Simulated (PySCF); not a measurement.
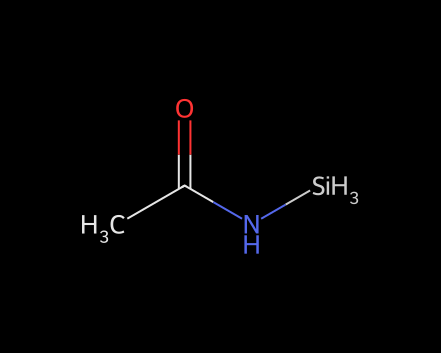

2D structure.

Transcribe the drawing into SMILES.

Answer. CC(=O)N[SiH3]

What is the molecular formula?

Answer. C2H7NOSi.

More results for the same structure follow; atom numbers are the same in all pictures, views and colours differ. Computed geometry: PBE0-D3(BJ)/def2-SVP optimisation. No frequency run is at hand to confirm it as a minimum.

Geometry

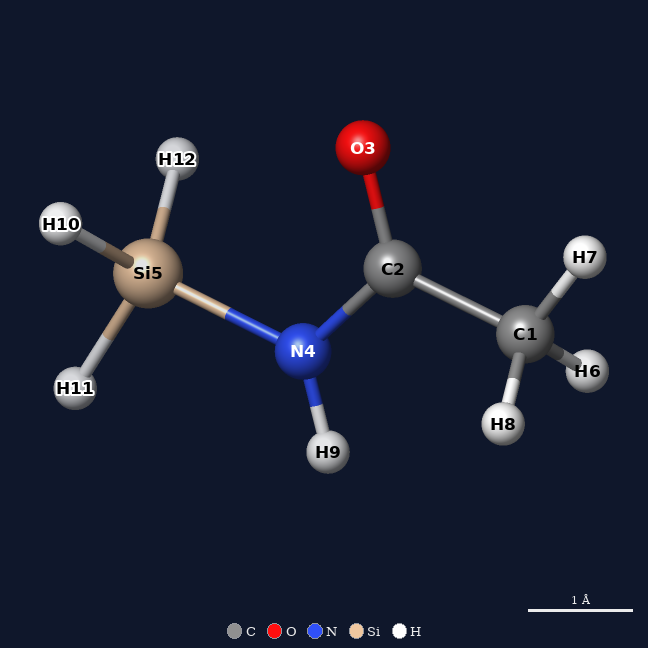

Numbered structure. No frequency run is at hand to confirm it as a minimum.

How are the neighbours of atom 4 arranged?

Answer. N4 has 3 neighbours (C2 at 1.37, Si5 at 1.77, H9 at 1.01 Å); the arrangement is trigonal planar.

Describe the coordination of atom 2.

Answer. C2 has 3 neighbours (C1 at 1.51, O3 at 1.22, N4 at 1.37 Å); the arrangement is trigonal planar.

What is the geometry at Si5?

Answer. Si5 has 4 neighbours (N4 at 1.77, H10 at 1.49, H11 at 1.49, H12 at 1.49 Å); the arrangement is tetrahedral.

How are the neighbours of atom 1 arranged?

Answer. C1 has 4 neighbours (C2 at 1.51, H6 at 1.10, H7 at 1.10, H8 at 1.10 Å); the arrangement is tetrahedral.

What is the dihedral angle O3–C2–N4–Si5?

Answer. 0° in size, that is syn (eclipsed).

Dipole moment

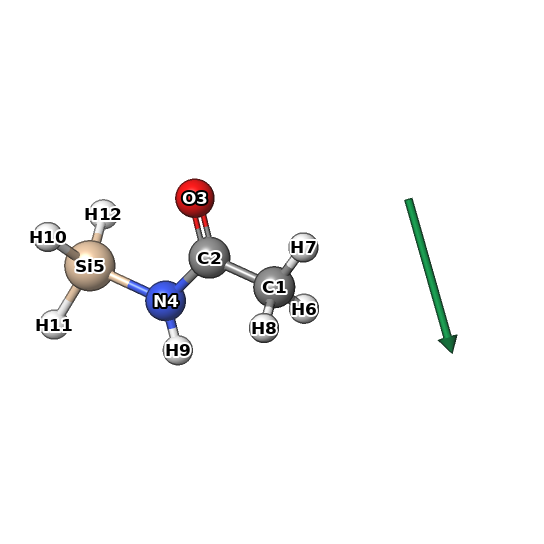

The arrow beside the molecule shows the direction of the dipole moment, from the negative to the positive end (its length means nothing). No frequency run is at hand to confirm it as a minimum. Method: PBE0/cc-pVDZ, gas phase (PySCF 2.14.0).

Estimate the dipole moment.

Answer. 3.41 D; it points from the side of O3, H10, H12 to the side of H6, H8, H9 (the outermost atoms at the two ends).

NMR shielding

The questions are on isotropic NMR shieldings of the H atoms. No frequency run is at hand to confirm it as a minimum. Method: GIAO HF/pcSseg-2 NMR shielding, non-relativistic, gas phase (PySCF 2.14.0).

Which H atom is the most shielded (lowest chemical shift)?

Answer. H6, H8 (29.76 to 29.79 ppm).

Which H atom is the least shielded (highest chemical shift)?

Answer. H10, H12 (27.28 ppm).

How wide is the range of H shifts?

Answer. 2.51 ppm.

List the isotropic NMR shieldings of the H atoms.

```tsv
atom	σ (ppm)
H6	29.76
H7	29.67
H8	29.79
H9	27.32
H10	27.28
H11	27.73
H12	27.28
```

Excitation

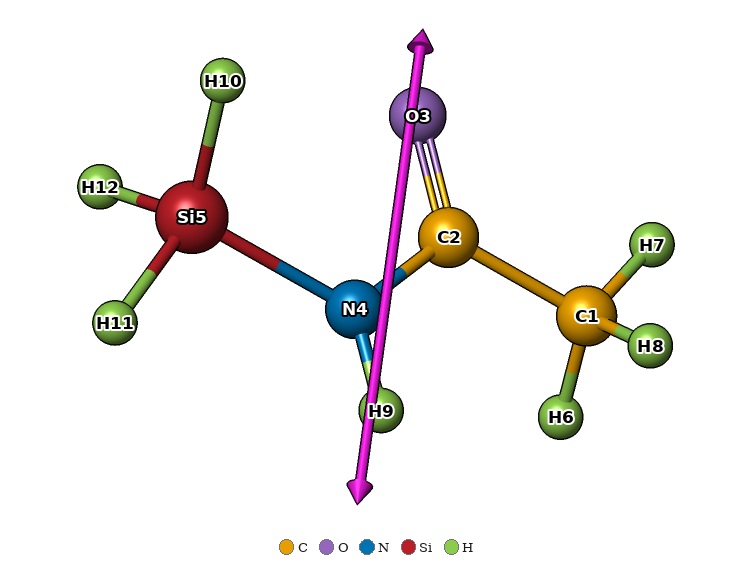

The double arrow shows the direction of the transition dipole to excited singlet state 9 (its length means nothing). No frequency run is at hand to confirm it as a minimum. Level of theory: TDDFT HF/def2-SVPD, vertical, gas phase, core orbitals frozen in the response (PySCF 2.14.0).

Give its energy, strength and character.

Answer. 10.26 eV (121 nm), oscillator strength 0.19, of mixed character, with the largest part HOMO−2 → LUMO+1 (weight 0.45); transition dipole 2.19 D.

Charges

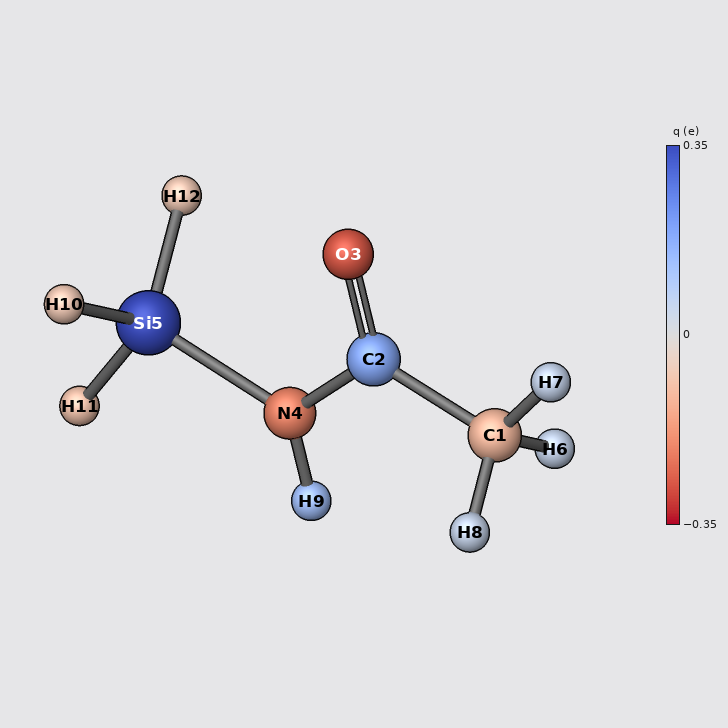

Atoms are coloured by their Hirshfeld charges. No frequency run is at hand to confirm it as a minimum. Properties computed with PBE0/pcSseg-0, gas phase (PySCF 2.14.0).

List the Hirshfeld charges.

```csv
atom,value (e)
C1,−0.11
C2,0.18
O3,−0.27
N4,−0.21
Si5,0.35
H6,0.05
H7,0.05
H8,0.05
H9,0.13
H10,−0.07
H11,−0.08
H12,−0.07
```
